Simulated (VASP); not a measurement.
Band structure of NaF (rock salt). All values below come from modified Becke-Johnson potential (mBJ), VASP's PBE PAW potentials (set 64) (plane waves; VASP).

mBJ is a potential without an energy functional, so only the levels count.

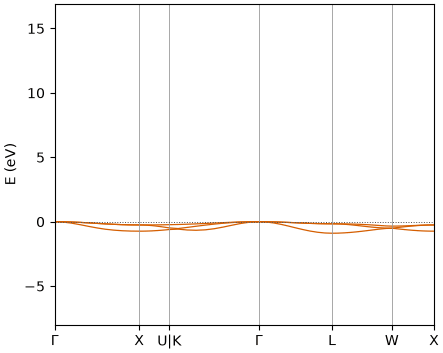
Bands along high-symmetry lines, zero at the valence-band maximum or, without a gap, the Fermi level

**Question.** Read the plot: is there a gap, and where are the band edges?

**Answer.** The gap is direct, 10.91 eV, from the valence maximum at Γ to the conduction minimum at Γ.

Measured: gap 11.70 eV (computed value off by -0.79 eV), as given by David Koller et al., Journal of Physics Condensed Matter (2013), arXiv:1304.4470.

The compound is NaF in the rock salt structure. It was relaxed first. The cell's shape comes from a PBE relaxation.
